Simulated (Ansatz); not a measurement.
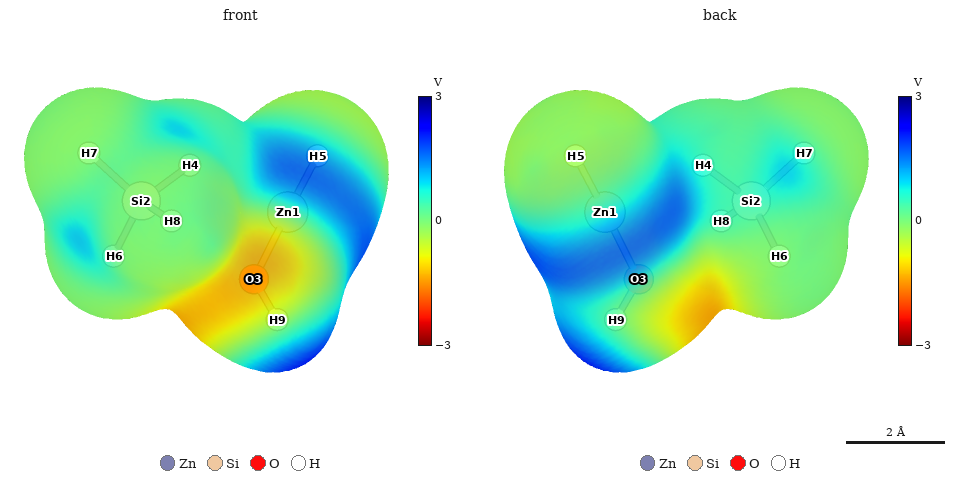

The picture shows: H2OZn···SiH4. The electrostatic potential painted on the density surface at 0.002 e/bohr³, seen from the front and from behind; red is negative and blue positive.

The product side of a reaction path; geometry: PBE0-D4/def2-TZVP.

These are results of RKS PBE0-D4/def2-TZVPP (Ansatz 0.2.0), not measurements.

Input file:

```
crystal:
  periodic: [false, false, false]
  atoms:
    - {symbol: Zn, position_ang: [-1.834158, 0.715330, -0.397532]}
    - {symbol: Si, position_ang: [1.357461, -0.167518, 0.590699]}
    - {symbol: O, position_ang: [-0.980477, -0.693331, -1.091725]}
    - {symbol: H, position_ang: [0.233958, 0.803476, 0.786603]}
    - {symbol: H, position_ang: [-2.578917, 1.905188, 0.176300]}
    - {symbol: H, position_ang: [0.925048, -1.531081, 0.964831]}
    - {symbol: H, position_ang: [2.428959, 0.273711, 1.526365]}
    - {symbol: H, position_ang: [1.866908, -0.086159, -0.795001]}
    - {symbol: H, position_ang: [-1.418981, -1.219517, -1.760443]}
basis:
  gaussian: {orbitals: def2-TZVPP}
hamiltonian: {xc: pbe0, dispersion: d4}
output: {orbitals: {seedname: orbitals}}
```

Run with:

```sh
ansatz run in.yaml --threads 4 --pin off --events-out ev --progress --plain --max-ram 9574MiB
```

**Which sites attract a positive test charge, and which a negative one?**

A positive charge is drawn to the negative regions and a negative charge to the positive ones. The most negative region (about −1.3 V, or −30 kcal/mol for a unit charge) lies over O3, the most positive (about +2.0 V, or +46 kcal/mol for a unit charge) over H9. O3 is the likeliest acceptor of a hydrogen bond.
